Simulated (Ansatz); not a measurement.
**Geometry relaxation, with input and output: CH5BF (part 2 of 2)**

The same run, continued: CH5BF, multiplicity 2; UKS B3LYP-D4/cc-pVDZ (Ansatz 0.2.0). The run did not end well. The input holds or restrains some coordinates. It belongs to a series of runs on one base structure; here: pulled along the bonds that form and break, towards end B.

Geometry of the input (Å):
```
B  0.0000  0.0000  0.0000
F  0.0000  0.0000  1.5700
C  1.3856  0.0000  -0.8000
H  1.7152  -1.0462  -0.9702
H  1.2491  0.5080  -1.7774
H  2.1552  0.5381  -0.2082
H  -1.0305  0.0000  -0.5950
H  0.0000  0.0000  2.7900
```

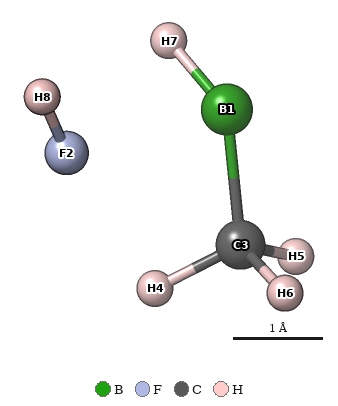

*The geometry at step 13 of the log (ball-and-stick view, seen at a tilt; atoms are numbered from 1 in the order of the input).*

The program's output, continued:
```
relax step  25: F+E_penalty+E_count = -4509.69705132 eV  Δ(F+E_penalty+E_count) = -1.145e-2 eV  max|allowed force component| = 7.198e-1 eV/Å  E_restraint = 0.00214098 eV  max|allowed force component, restraints' pulls added| = 4.349e-1 eV/Å  Δτ_max = 0.0896 Å  (32 SCF iters, accepted)
  distance F 1 - H 7 = 0.9307 Å
  distance B 0 - F 1 = 2.5147 Å
Unfinished report: {"positions_ang":[[-0.03737253951256763,0.27139905087141586,-0.11699111212673195],[0.22342027533012737,-0.5153450113072737,2.257173740431663],[1.3515120686512068,0.08657972277460363,-0.748949199383516],[1.637945052764819,-0.9806062552102552,-0.7832378258370745],[1.2586517048993255,0.41798510127637245,-1.8031666578343701],[2.165749798960164,0.6631862736074412,-0.2937232191239067],[-1.0754086928058473,-0.2540041137949181,-0.4287165433094198],[-0.04989766828722817,0.3107052317826134,1.9268108171833573]],"unchecked":["starts","cluster_reference","orbital_swaps","neighbouring_geometries","increment"],"mean_field":{"relativity":"none","state":{"energy":{"ev":-4509.566019882747,"hartree":-165.72349453705726},"converged":true,"gradient_ev":0.000013243796917854421,"stability":{"kind":"minimum","curvature_ev":4.29110289237409},"curvature_floor_ev":0.00030000000000000003,"spin_squared":0.7514508789660734},"others":[],"fillings":{"estimated":0,"unestimated":0,"tried":0,"untried":0,"excluded_magnetic_sites":0},"n_dropped_functions":0,"n_trapped_functions":0,"passes":{"evaluations":4,"products":28},"factors":{"origin":"Cholesky decomposition","count":706,"bound_ev":0.0012411867917661416},"gradient_stop_ev":0.00009,"reference_kind":"stationary","functional":{"name":"B3LYP","citations":["Stephens, Devlin, Chabalowski & Frisch, J. Phys. Chem. 98, 11623 (1994) doi:10.1021/j100096a001","Becke, Phys. Rev. A 38, 3098 (1988) doi:10.1103/PhysRevA.38.3098","Lee, Yang & Parr, Phys. Rev. B 37, 785 (1988) doi:10.1103/PhysRevB.37.785","Vosko, Wilk & Nusair, Can. J. Phys. 58, 1200 (1980) doi:10.1139/p80-159"],"text":"name \"B3LYP\"\ncite \"Stephens, Devlin, Chabalowski & Frisch, J. Phys. Chem. 98, 11623 (1994) doi:10.1021/j100096a001\"\ncite \"Becke, Phys. Rev. A 38, 3098 (1988) doi:10.1103/PhysRevA.38.3098\"\ncite \"Lee, Yang & Parr, Phys. Rev. B 37, 785 (1988) doi:10.1103/PhysRevB.37.785\"\ncite \"Vosko, Wilk & Nusair, Can. J. Phys. 58, 1200 (1980) doi:10.1139/p80-159\"\nparameter a0 = 0.2\nparameter ax = 0.72\nparameter ac = 0.81\nexchange = (1 - a0 - ax)*slater_x + ax*b88_x + a0*exact_x\ncorrelation = (1 - ac)*vwn_rpa_c + ac*lyp_c\n","parameters":{"a0":{"value":0.2,"default":0.2},"ac":{"value":0.81,"default":0.81},"ax":{"value":0.72,"default":0.72}},"final_grid":{"core_spheres":13.0,"valence_spheres":11.0,"degree":36.0},"final_grid_parameter_source":"default","radial_points_factor":1.0,"radial_grid_error_ev":6.729326096032238e-7,"grid_sensitivity":"normal","grid_sensitivity_ratio":0.0013437628806248659},"unsmoothed_excess_ev":-0.00020187313989085163,"symmetry":{"irreps":["A"],"axes":[[0.9965226230410129,0.08185055516259991,-0.015593216058043664],[-0.08258168788256738,0.995113678096524,-0.05412053669055325],[0.011087226611053973,0.05522005328484832,0.9984126497201913]],"occupied":[{"A":13},{"A":12}]},"held":{"pivots":706,"left_out":0,"joined":0},"density_repulsion":{"missed_ev":0.000017923395225426484,"excess_ev":0.0,"most_excess_ev":0.0000675,"are_drawn_again":false,"n_first_factors":706,"energy_change_ev":0.0,"n_dropped_ends":0}},"factors":{"origin":"Cholesky decomposition","count":706,"bound_ev":0.0012411867917661416},"n_frozen":0,"n_occupied":[13,12],"n_virtual":[54,55],"reference":{"ev":-4509.566019882747,"hartree":-165.72349453705726},"dispersion":{"energy":{"ev":-0.1312333063500463,"hartree":-0.004822735055234281},"switches_in_reach":[]},"total":{"ev":-4509.697253189097,"hartree":-165.7283172721125},"forces_ev_per_angstrom":[[-0.08528256090963224,-0.20825835446821742,0.10811793802521771],[0.19799423510363084,-0.6607686106992937,0.17610554733312644],[0.03379823037212699,0.14577261641352188,-0.06190450687767097],[-0.033194244852451975,-0.03581050806026893,-0.010125871857480685],[0.006039791335865918,-0.034958075364170976,-0.06861472821061507],[0.13560302228163293,0.03264565496369727,0.08852814002448162],[-0.03723246923632261,0.041603122004097826,0.047498239247039595],[-0.21772600409339,0.719774155209838,-0.2796047576823361]],"charge_distribution":{"dipole_moment_e_ang":[0.08822745333654672,0.1744895246926405,-0.27952562609782083],"mulliken_charges_e":[-0.17221703852343762,-0.16830064982837278,-0.02049670524893088,0.05228240643252324,0.04477983736139135,0.040000661658766146,0.00115481495994596,0.22279667318811391],"lowdin_charges_e":[-0.16159870514792374,0.16377472610870036,0.004886372415419338,0.05390478846468938,0.060626677920790684,0.03206987539173345,-0.018747149709956723,-0.13491658544345686]},"n_threads":2,"memory_gib":2.556818182580173,"seconds":{"hamiltonian":2.466261363,"orbitals":0.0,"second_order":0.0,"solver_start":0.0,"cycles":0.0,"cycle":0.0,"perturbative":0.0,"full_ci_increment":0.0,"forces":0.0}}
this run last wrote the structure of step 25 to [file]
Error: geometry relaxation did not converge after 25 steps: max|allowed force component| = 7.20e-1 eV/Å without the restraints, 4.35e-1 eV/Å with the forces of `relax.restrain` added, the figure compared with `relax.f_tol` (threshold 1.5e-1). Raise `relax.max_steps` over both its present limit and 25, loosen `relax.f_tol`, or start from a geometry closer to equilibrium; or lower a very stiff `relax.restrain[].k`, which can take fewer steps but ends farther from `at`. Where this run's directory can be resumed (`checkpoint.write`), a resume goes on for up to `relax.max_steps` more
```

Trajectory as extended XYZ (Å, eV, eV/Å), 13 of the 25 frames kept, from step=1 to step=25:
```
8
Properties=species:S:1:pos:R:3:forces:R:3 step=1 energy=-4508.93085
B     0.0000    0.0000    0.0000    1.3744  -0.0779   1.0333
F     0.0000    0.0000    1.5700   -0.0606   0.0086  -6.0058
C     1.3856    0.0000   -0.8000   -0.8807   0.4809   1.0744
H     1.7152   -1.0462   -0.9702   -0.0038   0.1655   0.0050
H     1.2491    0.5080   -1.7774    0.0830  -0.2438   0.1540
H     2.1552    0.5381   -0.2082    0.0364  -0.2860  -0.2312
H    -1.0305    0.0000   -0.5950   -0.5513  -0.0353   0.3858
H     0.0000    0.0000    2.7900    0.0027  -0.0120   3.5845
8
Properties=species:S:1:pos:R:3:forces:R:3 step=3 energy=-4508.75963
B    -0.0012    0.0082   -0.2986   -0.4249   2.1283  -0.1762
F    -0.0023    0.0009    1.9617    0.0232  -0.1303  -1.2749
C     1.4041    0.0133   -0.8371    0.4754  -1.0391   0.4775
H     1.7250   -1.0359   -0.9836    0.4310  -0.0082  -0.3937
H     1.2973    0.5025   -1.8156    0.1823   0.0401  -0.3170
H     2.1620    0.5268   -0.2191    0.0144   0.0345  -0.1041
H    -1.1095   -0.0123   -0.6660   -0.6974  -0.9128  -0.1015
H    -0.0008   -0.0035    2.8675   -0.0040  -0.1124   1.8899
8
Properties=species:S:1:pos:R:3:forces:R:3 step=5 energy=-4509.40496
B    -0.0644    0.3409   -0.4640   -0.1612   0.0070   0.0176
F     0.0180   -0.0563    2.0633    0.0146  -0.0627   0.6782
C     1.4071   -0.0001   -0.8444   -0.5210   0.0464  -0.0818
H     1.7034   -1.0612   -0.9589   -0.1202   0.0350   0.0420
H     1.4103    0.4514   -1.8679    0.2036  -0.0711   0.0502
H     2.1687    0.5362   -0.2561   -0.0247   0.0185  -0.0378
H    -1.1591   -0.1781   -0.6671    0.6112   0.0184   0.0792
H    -0.0094   -0.0328    3.0044   -0.0023   0.0085  -0.7477
8
Properties=species:S:1:pos:R:3:forces:R:3 step=7 energy=-4509.46403
B    -0.0847    0.4785   -0.5120   -0.0896  -0.1192   0.1682
F     0.0595   -0.0435    1.9667    0.0616   0.0291  -0.3109
C     1.3662    0.0501   -0.8175    0.2148  -0.1927  -0.4666
H     1.5916   -1.0419   -0.7132   -0.1176   0.4257   0.0014
H     1.4707    0.2974   -1.9134    0.0035  -0.1411   0.4038
H     2.1466    0.6410   -0.3073   -0.0527  -0.0405  -0.0110
H    -1.0935   -0.1838   -0.5699    0.0195   0.0658  -0.0489
H     0.0182   -0.1979    2.8758   -0.0394  -0.0271   0.2640
8
Properties=species:S:1:pos:R:3:forces:R:3 step=9 energy=-4509.48811
B    -0.1075    0.4709   -0.5091   -0.0555   0.1315   0.0913
F     0.1872   -0.0863    1.9376    0.1566   0.0049  -0.4115
C     1.3505    0.0580   -0.8043    0.0896  -0.0774  -0.1070
H     1.5654   -1.0179   -0.6406   -0.0020   0.0985  -0.0101
H     1.4892    0.2520   -1.8937   -0.0245  -0.0450   0.0983
H     2.1094    0.6676   -0.2865   -0.0049  -0.0288   0.0007
H    -1.1307   -0.1513   -0.6302   -0.0169  -0.0704  -0.0098
H     0.0111   -0.1932    2.8359   -0.1423  -0.0133   0.3480
8
Properties=species:S:1:pos:R:3:forces:R:3 step=11 energy=-4509.50898
B    -0.1085    0.4989   -0.4901    0.0108  -0.0451   0.0925
F     0.2487   -0.1579    1.9138    0.0367  -0.0562   0.1145
C     1.3485    0.0708   -0.7962    0.0259   0.0169  -0.0709
H     1.5602   -0.9960   -0.5889   -0.0266   0.0376   0.0118
H     1.4700    0.2078   -1.8942   -0.0192  -0.0083   0.0472
H     2.1224    0.6932   -0.3172   -0.0149  -0.0133  -0.0052
H    -1.1241   -0.1426   -0.6163    0.0170   0.0117   0.0004
H    -0.0425   -0.1743    2.7983   -0.0298   0.0568  -0.1902
8
Properties=species:S:1:pos:R:3:forces:R:3 step=13 energy=-4509.55700
B    -0.0920    0.5119   -0.4104    0.0154  -0.0357   0.2152
F     0.3598   -0.3383    1.9137    0.0334  -0.0381  -0.0953
C     1.3522    0.0972   -0.7802    0.0316  -0.0515  -0.1343
H     1.5684   -0.9535   -0.5070   -0.0133   0.0167  -0.0060
H     1.4100    0.1443   -1.8891    0.0014   0.0002   0.0030
H     2.1578    0.7386   -0.3886   -0.0395   0.0269   0.0262
H    -1.1153   -0.1134   -0.5653    0.0490   0.0068  -0.0022
H    -0.1662   -0.0869    2.6360   -0.0779   0.0747  -0.0066
8
Properties=species:S:1:pos:R:3:forces:R:3 step=15 energy=-4509.58308
B    -0.0127    0.4744   -0.2820    0.2355  -0.0659   0.1149
F     0.2978   -0.4243    2.0423    0.5253  -0.3578  -0.5202
C     1.3933    0.0909   -0.8263   -0.1675   0.1420   0.2198
H     1.6741   -0.9546   -0.5975   -0.0782  -0.0104  -0.0435
H     1.3074    0.1689   -1.9286    0.0822  -0.0137  -0.0660
H     2.2099    0.7522   -0.4941    0.0222  -0.0093  -0.0622
H    -1.0540   -0.1020   -0.4548   -0.0911  -0.0876   0.0219
H    -0.3412   -0.0058    2.5503   -0.5284   0.4027   0.3354
8
Properties=species:S:1:pos:R:3:forces:R:3 step=17 energy=-4509.59889
B    -0.0160    0.4707   -0.2642    0.1437  -0.0642   0.1522
F     0.3569   -0.4176    2.0578   -0.3675   0.1930   0.0678
C     1.3859    0.0991   -0.8159   -0.0875   0.0373   0.0090
H     1.6381   -0.9590   -0.6101   -0.0157   0.0090  -0.0029
H     1.3193    0.1884   -1.9206    0.0124   0.0045  -0.0033
H     2.2193    0.7366   -0.4794   -0.0196  -0.0060   0.0080
H    -1.0540   -0.1247   -0.4226   -0.0084  -0.0361   0.0140
H    -0.3749    0.0063    2.4643    0.3425  -0.1374  -0.2448
8
Properties=species:S:1:pos:R:3:forces:R:3 step=19 energy=-4509.62507
B     0.0180    0.4048   -0.1905    0.0410  -0.0241   0.1314
F     0.2904   -0.4696    2.1496    0.1284  -0.1514  -0.1626
C     1.3955    0.0992   -0.8289   -0.0495   0.0150   0.0563
H     1.6533   -0.9715   -0.7147    0.0057   0.0025  -0.0379
H     1.2858    0.2792   -1.9199    0.0110  -0.0192   0.0396
H     2.2399    0.7082   -0.4692   -0.0136   0.0072  -0.0032
H    -1.0212   -0.1842   -0.3615   -0.0071  -0.0294   0.0037
H    -0.3871    0.1338    2.3442   -0.1158   0.1994  -0.0272
8
Properties=species:S:1:pos:R:3:forces:R:3 step=21 energy=-4509.63781
B     0.0190    0.3881   -0.1687    0.0397  -0.1127   0.1423
F     0.2611   -0.5134    2.1683   -0.3122   0.3293  -0.0612
C     1.3934    0.1007   -0.8211   -0.0425   0.0296   0.0169
H     1.6581   -0.9713   -0.7314   -0.0141   0.0273  -0.0145
H     1.2751    0.2976   -1.9088    0.0089  -0.0116   0.0503
H     2.2377    0.7081   -0.4587   -0.0085   0.0012   0.0027
H    -1.0183   -0.2024   -0.3481   -0.0047   0.0057  -0.0076
H    -0.3514    0.1926    2.2777    0.3334  -0.2689  -0.1290
8
Properties=species:S:1:pos:R:3:forces:R:3 step=23 energy=-4509.67183
B    -0.0391    0.3267   -0.1624    0.1531  -0.0666   0.1822
F     0.3035   -0.5184    2.1818    0.0084  -0.1261  -0.0766
C     1.3627    0.1026   -0.7782   -0.0536  -0.0040   0.0243
H     1.6186   -0.9747   -0.7449    0.0037   0.0032   0.0194
H     1.3006    0.3550   -1.8572    0.0056   0.0446   0.0229
H     2.1908    0.6769   -0.3303   -0.0674  -0.0075  -0.0429
H    -1.0727   -0.2397   -0.4055   -0.0338  -0.0234  -0.0337
H    -0.1898    0.2716    2.1059   -0.0160   0.1797  -0.0957
8
Properties=species:S:1:pos:R:3:forces:R:3 step=25 energy=-4509.69705
B    -0.0374    0.2714   -0.1170   -0.0853  -0.2083   0.1081
F     0.2234   -0.5153    2.2572    0.1980  -0.6608   0.1761
C     1.3515    0.0866   -0.7489    0.0338   0.1458  -0.0619
H     1.6379   -0.9806   -0.7832   -0.0332  -0.0358  -0.0101
H     1.2587    0.4180   -1.8032    0.0060  -0.0350  -0.0686
H     2.1658    0.6632   -0.2937    0.1356   0.0326   0.0885
H    -1.0754   -0.2540   -0.4287   -0.0372   0.0416   0.0475
H    -0.0499    0.3107    1.9268   -0.2177   0.7198  -0.2796
```

Outcome:

| quantity | value |
| --- | --- |
| outcome | not converged |
| hardware | 2 threads of Intel Xeon @ 2.50GHz (Skylake/Cascade Lake), 32 GiB of memory available, shared host |
| wall time | 69 s (CPU time 2.2 min) |
| peak memory | 0.17 GiB |

What went wrong:

The run did not converge: “geometry relaxation did not converge after 25 steps: max|allowed force component| = 7.20e-1 eV/Å without the restraints, 4.35e-1 eV/Å with the forces of `relax.restrain` added, the figure compared with `relax.f_tol` (threshold 1.5e-1). Raise `relax.max_steps` over both its present limit and 25, loosen `relax.f_tol`, or start from a geometry closer to equilibrium …” Its last values are not results.
